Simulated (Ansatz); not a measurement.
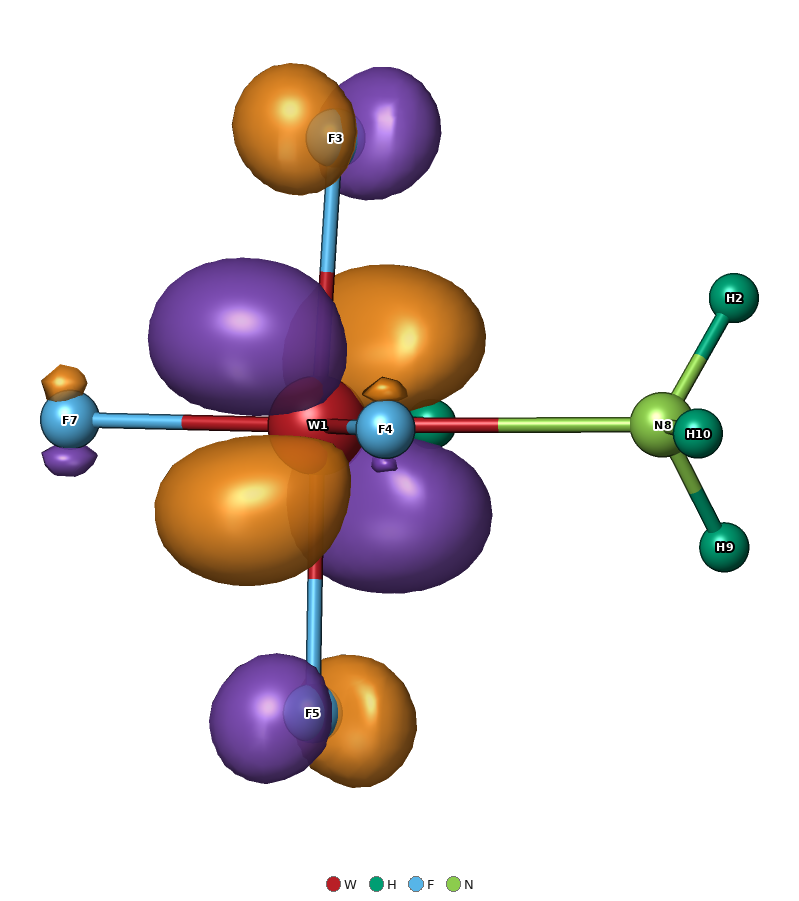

The picture shows: F$_{4}$H$_{4}$NW (doublet). One frontier orbital at ±0.2 Å⁻³ᐟ² (orange and purple are the two phases), seen at a tilt.

Core potentials replace the inner electrons of W; not at a stationary point (largest force 0.6 eV/Å).

Method: UKS PBE/def2-SVP in Ansatz 0.2.0.

Input

```
crystal:
  periodic: [false, false, false]
  atoms:
    - { symbol: W, position_ang: [0.0, 0.0, 0.0] }
    - { symbol: H, position_ang: [0.0, 0.0, 1.97] }
    - { symbol: F, position_ang: [1.85, 0.0, 0.0] }
    - { symbol: F, position_ang: [0.0, 1.85, 0.0] }
    - { symbol: F, position_ang: [-1.85, 0.0, 0.0] }
    - { symbol: H, position_ang: [0.0, -1.72, 0.0] }
    - { symbol: F, position_ang: [0.0, 0.0, -1.85] }
    - { symbol: "N", position_ang: [0.0, 0.0, 3.33] }
    - { symbol: H, position_ang: [-0.496, -0.7725, 3.86] }
    - { symbol: H, position_ang: [0.496, 0.7725, 3.86] }
magnetization:
  spin_polarized: true
  initial_magnetization: 1
basis:
  gaussian: { orbitals: def2-SVP }
hamiltonian:
  xc: pbe
relax:
  f_tol: 0.15
  max_steps: 25
  restrain:
    - { distance: [1, 7], at: 1.06, k: 30.0 }
    - { distance: [0, 1], at: 2.92, k: 30.0 }
output:
  orbitals: {}
```

Run with:

```sh
ansatz run input.yaml --threads 4 --pin off --max-ram 5120MiB --backend cpu --events-out ev --progress --plain --runs-dir out
```

The fields are those of the run's last geometry, not of the input's.

Which orbital is it: HOMO (α) or LUMO (α)?

The HOMO (α), at −4.21 eV. Its weight (Hirshfeld) is mainly on W1 (about 70 %), F3 (about 15 %) and F5 (about 10 %).
